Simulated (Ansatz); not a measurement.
# AlSF (triplet): one geometry, many settings

Aim: run AlSF (triplet) at one geometry under a spread of methods and options, and see what each costs and gives.

The runs use Ansatz 0.2.0, Gaussian basis; the settings change from run to run.

23 further runs of the same task are left out: 6 for a known fault of the program, 9 that didn't finish, 8 set aside as unsound or not needed.

### Step 1. The geometry

The geometry is a PBE0/def2-TZVP stationary point (not a proven minimum) of the parent state, kept for this charge and spin.

3 atoms, charge 0, spin multiplicity 3.

Atoms are counted from 1 here; the program's logs count them from 0.

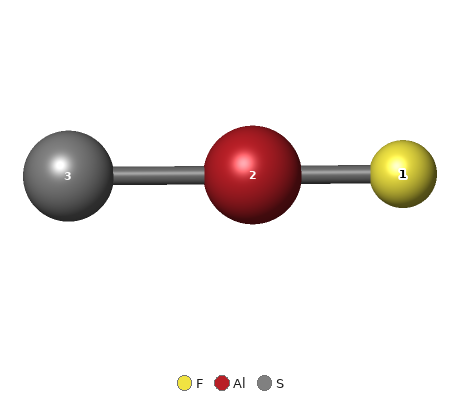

The geometry (fluorine yellow, aluminium red, sulfur grey); atoms are numbered from 1 in the order of the file.

### Step 2. HF/6-31G*

Contents of in.yaml:

```yaml
crystal:
  periodic: [false, false, false]
  atoms:
    - {symbol: F, position_ang: [0.000000, 0.000000, -1.752567]}
    - {symbol: Al, position_ang: [0.000000, 0.000000, -0.121767]}
    - {symbol: S, position_ang: [0.000000, 0.000000, 1.874333]}
basis:
  gaussian: {orbitals: "6-31G*"}
magnetization: {spin_polarized: true, initial_magnetization: 2}
hamiltonian: {xc: hf}
output: {forces: true, orbitals: {seedname: orbitals}}
```

On the command line:

```
ansatz run in.yaml --threads 1 --pin off --events-out ev --progress --plain --max-ram 2393MiB
```

Standard output:

```text
Functional definition: HF
  name "HF"
  cite "Fock, Z. Phys. 61, 126 (1930) doi:10.1007/BF01340294"
  parent pbe
  exchange = exact_x
  correlation = 0
456 factors; integrals over basis functions are off by at most 8.5e-4 eV
mean field evaluation 1: about -20103.4522 eV, gradient 2.1e1 eV
mean field evaluation 2: about -20103.4869 eV, gradient 2.1e1 eV
mean field evaluation 4: about -20105.2871 eV, gradient 1.8e0 eV
mean field evaluation 8: about -20105.3481 eV, gradient 3.1e-1 eV
mean field evaluation 16: about -20104.6376 eV, gradient 3.7e0 eV
mean field evaluation 32: about -20103.0587 eV, gradient 7.5e0 eV
mean field evaluation 64: about -20105.2401 eV, gradient 1.8e0 eV
mean field -20105.34998828 eV, -738.8579841735 hartree, gradient 1.9e-5 eV, S^2 2.009956; 0 other end points of the search recorded, 0 dependent functions left out
the calculation of the forces begins
reference -20105.34998828 eV, -738.8579841735 hartree; 20, 18 occupied and 33, 35 virtual orbitals, 456 factors
Total energy: -20105.34998828 eV, -738.8579841735 hartree
Atom 0 at     0.000000     0.000000    -1.752567 Å, force    -0.000000    -0.000000    -0.470630 eV/Å
Atom 1 at     0.000000     0.000000    -0.121767 Å, force     0.000000     0.000000    -4.686431 eV/Å
Atom 2 at     0.000000     0.000000     1.874333 Å, force    -0.000000    -0.000000     5.157061 eV/Å
Dipole moment:     0.000000    -0.000000     0.231944 e Å
```

Run time: 0.99 s. Hardware: 1 thread of Arm Neoverse V1, shared host.

From the report: ⟨S²⟩ of the determinant 2.010 (pure triplet: 2.00).

### Step 3. CASSCF(4,5)/cc-pVDZ

Contents of in.yaml:

```yaml
crystal:
  periodic: [false, false, false]
  atoms:
    - {symbol: F, position_ang: [0.000000, 0.000000, -1.752567]}
    - {symbol: Al, position_ang: [0.000000, 0.000000, -0.121767]}
    - {symbol: S, position_ang: [0.000000, 0.000000, 1.874333]}
basis:
  gaussian: {orbitals: cc-pVDZ}
magnetization: {spin_polarized: false, initial_magnetization: 2}
correlation: {active_space: {window: {electrons: 4, orbitals: 5}}}
scf: {lower_state_search: full}
```

Same command.

Standard output, shortened:

```text
Functional definition: HF
  name "HF"
  cite "Fock, Z. Phys. 61, 126 (1930) doi:10.1007/BF01340294"
  parent pbe
[...]
501 factors; integrals over basis functions are off by at most 6.7e-4 eV
[...]
mean field -20106.01177111 eV, -738.8823042439 hartree, gradient 8.8e-6 eV, S^2 2.000000; 11 other end points of the search recorded, 0 dependent functions left out
reference -20106.01177111 eV, -738.8823042439 hartree; 20, 18 occupied and 30, 32 virtual orbitals, 501 factors
state -20106.55692584 eV, -738.9023383108 hartree
Total energy: -20106.55692584 eV, -738.9023383108 hartree
```

Wall time 6.5 s (1 thread of Arm Neoverse V1, shared host).

From the report: 100 determinants; active occupations 1.98, 1.00, 1.00, 0.01, 0.01.

### Step 4. BCCD on UHF/STO-3G

Contents of in.yaml:

```yaml
crystal:
  periodic: [false, false, false]
  atoms:
    - {symbol: F, position_ang: [0.000000, 0.000000, -1.752567]}
    - {symbol: Al, position_ang: [0.000000, 0.000000, -0.121767]}
    - {symbol: S, position_ang: [0.000000, 0.000000, 1.874333]}
basis:
  gaussian: {orbitals: STO-3G}
magnetization: {spin_polarized: true, initial_magnetization: 2}
hamiltonian: {pseudopotentials: {relativity: none}}
correlation: {method: bccd, electrons: outside_noble_gas}
scf: {omitted_lower_state_checks: [cluster_reference]}
output: {forces: true}
```

The command is unchanged.

Standard output, shortened:

```text
Functional definition: HF
  name "HF"
  cite "Fock, Z. Phys. 61, 126 (1930) doi:10.1007/BF01340294"
  parent pbe
[...]
259 factors; integrals over basis functions are off by at most 2.3e-5 eV
[...]
mean field -19867.50627859 eV, -730.1173890589 hartree, gradient 1.0e-6 eV, S^2 2.011233; 13 other end points of the search recorded, 0 dependent functions left out
11 core orbitals not correlated: weight in the atoms' cores, before any rotation towards them, 1.000 or more for the frozen orbitals, at most 0.000 for the correlated occupied ones
reference -19867.50627859 eV, -730.1173890589 hartree; 9, 7 occupied and 3, 5 virtual orbitals, 259 factors
second order -1.29757132 eV of doubles, -0.00000000 eV of singles
cycle   1  -1.33637704 eV  change   -3.9e-2 eV  update   1.0e-1
[...]
cycle  17  -1.58634670 eV  change   -2.4e-7 eV  update   2.6e-7
[...]
Total energy: -19869.09262529 eV, -730.1756862248 hartree
Atom 0 at     0.000000     0.000000    -1.752567 Å, force    -0.000000     0.000000    -1.503043 eV/Å
Atom 1 at     0.000000     0.000000    -0.121767 Å, force    -0.000000    -0.000000    -4.809608 eV/Å
Atom 2 at     0.000000     0.000000     1.874333 Å, force     0.000000     0.000000     6.312652 eV/Å
Dipole moment:     0.000000    -0.000000    -0.053030 e Å
Checks for a lower state left out: cluster_reference
```

It took 0.93 s on 1 thread of Arm Neoverse V1, shared host.

From the report: ⟨S²⟩ of the determinant 2.011 (pure triplet: 2.00); correlation -1.5863 eV; largest double amplitude 0.06.

### Step 5. NEVPT2(6,4)/cc-pVDZ

Contents of in.yaml:

```yaml
crystal:
  periodic: [false, false, false]
  atoms:
    - {symbol: F, position_ang: [0.000000, 0.000000, -1.752567]}
    - {symbol: Al, position_ang: [0.000000, 0.000000, -0.121767]}
    - {symbol: S, position_ang: [0.000000, 0.000000, 1.874333]}
basis:
  gaussian: {orbitals: cc-pVDZ}
magnetization: {spin_polarized: false, initial_magnetization: 2}
correlation: {method: sc_nevpt2, electrons: outside_noble_gas, active_space: {window: {electrons: 6, orbitals: 4}}}
```

Launched as before.

Standard output, shortened:

```text
Functional definition: HF
  name "HF"
  cite "Fock, Z. Phys. 61, 126 (1930) doi:10.1007/BF01340294"
  parent pbe
[...]
501 factors; integrals over basis functions are off by at most 6.7e-4 eV
[...]
mean field -20106.01177111 eV, -738.8823042439 hartree, gradient 8.8e-6 eV, S^2 2.000000; 6 other end points of the search recorded, 0 dependent functions left out
reference -20106.01177111 eV, -738.8823042439 hartree; 20, 18 occupied and 30, 32 virtual orbitals, 501 factors
state -20106.01231780 eV, -738.8823243346 hartree
state -20106.01231780 eV, -738.8823243346 hartree; corrected -20115.21861837 eV, -739.2206496404 hartree
WARN: 2 active orbitals are nearly empty or full. The corrections depend on them more than the energy does, and are more stable in an active space without them
Total energy: -20115.21861837 eV, -739.2206496404 hartree
```

Run time: 4.1 s. Hardware: 1 thread of Arm Neoverse V1, shared host.

From the report: 8 determinants; active occupations 2.00, 2.00, 1.00, 1.00. The report marks this result as in doubt.

### Step 6. BCCD/cc-pVDZ

Edit in.yaml of step 5 so:

```diff
@@ -9,2 +9,4 @@
 magnetization: {spin_polarized: false, initial_magnetization: 2}
-correlation: {method: sc_nevpt2, electrons: outside_noble_gas, active_space: {window: {electrons: 6, orbitals: 4}}}
+hamiltonian: {xc: {name: PBE0}}
+correlation: {method: bccd, electrons: outside_noble_gas}
+output: {forces: true}
```

The command is unchanged.

Standard output, shortened:

```text
Functional definition: PBE0
  name "PBE0"
  cite "Adamo & Barone, J. Chem. Phys. 110, 6158 (1999) doi:10.1063/1.478522"
  cite "Perdew, Burke & Ernzerhof, Phys. Rev. Lett. 77, 3865 (1996) doi:10.1103/PhysRevLett.77.3865"
  parent pbe
[...]
501 factors; integrals over basis functions are off by at most 6.7e-4 eV
[...]
mean field -20138.88352723 eV, -740.0903190000 hartree, gradient 4.9e-6 eV, S^2 2.000000; 2 other end points of the search recorded, 0 dependent functions left out
[...]
11 core orbitals not correlated: weight in the atoms' cores, before any rotation towards them, 1.000 or more for the frozen orbitals, at most 0.000 for the correlated occupied ones
reference -20105.67010845 eV, -738.8697483728 hartree; 9, 7 occupied and 30, 32 virtual orbitals, 501 factors
second order -9.67157134 eV of doubles, -0.29961170 eV of singles
cycle   1  -9.83554221 eV  change    1.2e-1 eV  update   1.0e-1
[...]
cycle  14  -10.17739889 eV  change   -1.1e-6 eV  update   5.9e-7
[...]
Total energy: -20115.84750734 eV, -739.2437608837 hartree
Atom 0 at     0.000000     0.000000    -1.752567 Å, force    -0.000000     0.000000    -2.504187 eV/Å
Atom 1 at     0.000000     0.000000    -0.121767 Å, force     0.000000     0.000000    -3.155873 eV/Å
Atom 2 at     0.000000     0.000000     1.874333 Å, force    -0.000000     0.000000     5.660060 eV/Å
Dipole moment:     0.000000    -0.000000     0.356900 e Å
```

It took 10 s on 1 thread of Arm Neoverse V1, shared host.

From the report: correlation -10.1774 eV; largest double amplitude 0.05.

### Step 7. HF/def2-SVP

Contents of in.yaml:

```yaml
crystal:
  periodic: [false, false, false]
  atoms:
    - {symbol: F, position_ang: [0.000000, 0.000000, -1.752567]}
    - {symbol: Al, position_ang: [0.000000, 0.000000, -0.121767]}
    - {symbol: S, position_ang: [0.000000, 0.000000, 1.874333]}
basis:
  gaussian: {orbitals: def2-SVP, fitting: {mean_field: def2-universal-jkfit}}
magnetization: {spin_polarized: false, initial_magnetization: 2}
hamiltonian: {xc: hf}
scf: {lower_state_search: off}
output: {forces: true, orbitals: {seedname: orbitals}}
```

Same command.

Standard output, shortened:

```text
Functional definition: HF
  name "HF"
  cite "Fock, Z. Phys. 61, 126 (1930) doi:10.1007/BF01340294"
  parent pbe
[...]
333 factors; integrals over basis functions are off by at most 8.7e-2 eV
[...]
mean field -20098.29181889 eV, -738.5986012326 hartree, gradient 1.3e-6 eV, S^2 2.000000; 0 other end points of the search recorded, 0 dependent functions left out
[...]
reference -20098.29181889 eV, -738.5986012326 hartree; 20, 18 occupied and 30, 32 virtual orbitals, 333 factors
Total energy: -20098.29181889 eV, -738.5986012326 hartree
Atom 0 at     0.000000     0.000000    -1.752567 Å, force    -0.000000     0.000000    -0.952174 eV/Å
Atom 1 at     0.000000     0.000000    -0.121767 Å, force     0.000000    -0.000000    -4.002913 eV/Å
Atom 2 at     0.000000     0.000000     1.874333 Å, force    -0.000000     0.000000     4.955087 eV/Å
Dipole moment:    -0.000000     0.000000     0.304585 e Å
Checks for a lower state left out: stability, starts, cluster_reference, orbital_swaps, neighbouring_geometries, increment
```

Run time: 0.21 s. Hardware: 1 thread of Arm Neoverse V1, shared host.

### Step 8. MP2 on UHF/cc-pVDZ

Contents of in.yaml:

```yaml
crystal:
  periodic: [false, false, false]
  atoms:
    - {symbol: F, position_ang: [0.000000, 0.000000, -1.752567]}
    - {symbol: Al, position_ang: [0.000000, 0.000000, -0.121767]}
    - {symbol: S, position_ang: [0.000000, 0.000000, 1.874333]}
basis:
  gaussian: {orbitals: cc-pVDZ, point_charges: [{charge: -1.00, position_ang: [2.877, -0.687, -0.128]}]}
magnetization: {spin_polarized: true, initial_magnetization: 2}
correlation: {method: mp2, electrons: valence}
output: {forces: true}
```

Same command.

Standard output, shortened:

```text
Functional definition: HF
  name "HF"
  cite "Fock, Z. Phys. 61, 126 (1930) doi:10.1007/BF01340294"
  parent pbe
[...]
501 factors; integrals over basis functions are off by at most 6.7e-4 eV
[...]
mean field -20107.58574116 eV, -738.9401465764 hartree, gradient 4.7e-6 eV, S^2 2.010827; 5 other end points of the search recorded, 0 dependent functions left out
11 core orbitals not correlated: weight in the atoms' cores, before any rotation towards them, 1.000 or more for the frozen orbitals, at most 0.000 for the correlated occupied ones
reference -20107.58574116 eV, -738.9401465764 hartree; 9, 7 occupied and 30, 32 virtual orbitals, 501 factors
second order -9.03806276 eV of doubles, -0.00000000 eV of singles
[...]
Total energy: -20116.62380392 eV, -739.2722892566 hartree
Atom 0 at     0.000000     0.000000    -1.752567 Å, force     0.605349    -0.144552    -2.705810 eV/Å
Atom 1 at     0.000000     0.000000    -0.121767 Å, force    -0.114258     0.027285    -3.088631 eV/Å
Atom 2 at     0.000000     0.000000     1.874333 Å, force     0.733920    -0.175253     5.625720 eV/Å
Dipole moment:     0.720625    -0.172078     0.223416 e Å
```

Wall time 1.8 s (1 thread of Arm Neoverse V1, shared host).

From the report: ⟨S²⟩ of the determinant 2.011 (pure triplet: 2.00).

### Step 9. BCCD(T) on ROHF/cc-pVDZ

Contents of in.yaml:

```yaml
crystal:
  periodic: [false, false, false]
  atoms:
    - {symbol: F, position_ang: [0.000000, 0.000000, -1.752567]}
    - {symbol: Al, position_ang: [0.000000, 0.000000, -0.121767]}
    - {symbol: S, position_ang: [0.000000, 0.000000, 1.874333]}
basis:
  gaussian: {orbitals: cc-pVDZ}
magnetization: {spin_polarized: false, initial_magnetization: 2}
correlation: {method: bccd_t, electrons: valence}
```

Launched as before.

Standard output, shortened:

```text
Functional definition: HF
  name "HF"
  cite "Fock, Z. Phys. 61, 126 (1930) doi:10.1007/BF01340294"
  parent pbe
[...]
501 factors; integrals over basis functions are off by at most 6.7e-4 eV
[...]
mean field -20106.01177111 eV, -738.8823042439 hartree, gradient 8.8e-6 eV, S^2 2.000000; 9 other end points of the search recorded, 0 dependent functions left out
[...]
determinant -20106.01177111 eV, -738.8823042439 hartree, with singles and doubles -20115.95031380 eV, -739.2475389512 hartree
determinant -20104.49854677 eV, -738.8266942751 hartree, with singles and doubles -20114.36837603 eV, -739.1894038106 hartree
determinant -20104.13471137 eV, -738.8133235711 hartree, with singles and doubles -20113.99108816 eV, -739.1755387369 hartree
determinant -20103.95824872 eV, -738.8068386881 hartree, with singles and doubles -20114.05057033 eV, -739.1777246666 hartree
11 core orbitals not correlated: weight in the atoms' cores, before any rotation towards them, 1.000 or more for the frozen orbitals, at most 0.000 for the correlated occupied ones
reference -20106.01177111 eV, -738.8823042439 hartree; 9, 7 occupied and 30, 32 virtual orbitals, 501 factors
second order -9.30275174 eV of doubles, -0.08048523 eV of singles
cycle   1  -9.91146099 eV  change    2.7e-2 eV  update   1.3e-2
[...]
cycle   8  -9.91278287 eV  change   -1.3e-6 eV  update   1.8e-5
perturbative correction -0.25537793 eV, -0.0093849659 hartree
Total energy: -20116.17993190 eV, -739.2559772610 hartree
```

Run time: 4.9 s. Hardware: 1 thread of Arm Neoverse V1, shared host.

From the report: correlation -10.1682 eV; largest double amplitude 0.05.

### Step 10. CASSCF(2,6)/cc-pVDZ

Edit in.yaml of step 9 so:

```diff
@@ -9,2 +9,2 @@
 magnetization: {spin_polarized: false, initial_magnetization: 2}
-correlation: {method: bccd_t, electrons: valence}
+correlation: {active_space: {window: {electrons: 2, orbitals: 6}, states: [{multiplicity: 3, weights: [0.5, 1]}]}}
```

The command is unchanged.

Standard output:

```text
Functional definition: HF
  name "HF"
  cite "Fock, Z. Phys. 61, 126 (1930) doi:10.1007/BF01340294"
  parent pbe
  exchange = exact_x
  correlation = 0
899 factors; integrals over basis functions are off by at most 1.4e-7 eV
mean field evaluation 1: about -20104.1859 eV, gradient 2.9e1 eV
mean field evaluation 2: about -20104.2249 eV, gradient 2.9e1 eV
mean field evaluation 4: about -20105.9903 eV, gradient 1.1e0 eV
mean field evaluation 8: about -20106.0107 eV, gradient 3.0e-1 eV
mean field evaluation 16: about -20105.9528 eV, gradient 3.1e0 eV
mean field evaluation 32: about -20105.8563 eV, gradient 1.9e0 eV
mean field -20106.01198556 eV, -738.8823121250 hartree, gradient 2.5e-6 eV, S^2 2.000000; 6 other end points of the search recorded, 0 dependent functions left out
reference -20106.01198556 eV, -738.8823121250 hartree; 20, 18 occupied and 30, 32 virtual orbitals, 899 factors
state -20106.02671663 eV, -738.8828534817 hartree
state -20104.51541138 eV, -738.8273140383 hartree
Total energy: -20105.01917980 eV, -738.8458271861 hartree
```

Wall time 18 s (1 thread of Arm Neoverse V1, shared host).

From the report: 36 determinants; active occupations (of the averaged states) 1.00, 0.67, 0.33, 0.00, 0.00, 0.00.

### Step 11. The runs in one table

Where basis and cores are those of an earlier UCCSDT(Q)/cc-pVDZ run (-20116.2285 eV), and the state is the same kind, the miss against it is given. † marks a result that the program doubts.

| level | correlated | functions | energy (eV) | from UCCSDT(Q) (meV) | time |
| --- | --- | --- | --- | --- | --- |
| HF/6-31G* |  | 53 | -20105.3500 |  | 0.99 s |
| CASSCF(4,5)/cc-pVDZ |  | 50 | -20106.5569 | 9671.6 | 6.5 s |
| BCCD on UHF/STO-3G | outside noble gas | 23 | -19869.0926 |  | 0.93 s |
| NEVPT2(6,4)/cc-pVDZ † | outside noble gas | 50 | -20115.2186 | 1009.9 | 4.1 s |
| BCCD/cc-pVDZ (on PBE0 orbitals) | outside noble gas | 50 | -20115.8475 | 381.0 | 10 s |
| HF/def2-SVP |  | 50 | -20098.2918 |  | 0.21 s |
| MP2 on UHF/cc-pVDZ (beside a point charge) | valence | 50 | -20116.6238 |  | 1.8 s |
| BCCD(T) on ROHF/cc-pVDZ | valence | 50 | -20116.1799 | 48.6 | 4.9 s |
| CASSCF(2,6)/cc-pVDZ (mean of several states) |  | 50 | -20105.0192 |  | 18 s |

### Step 12. What came out

| quantity | value |
| --- | --- |
| runs | 9 |
| quickest | HF/def2-SVP, 0.21 s |
| slowest | CASSCF(2,6)/cc-pVDZ (mean of several states), 18 s |

What this shows: Total energies in different bases, with other cores or another treatment of relativity can't be set against each other. CASSCF(2,6)/cc-pVDZ (mean of several states) took 86 times as long as HF/def2-SVP; the jobs differ in more than the method. Among the correlated runs with a miss given, it spans +49 to +1010 meV. Hartree-Fock, CASSCF and CASCI lack dynamic correlation by design. Cores frozen from Kohn-Sham orbitals shift the total energy.
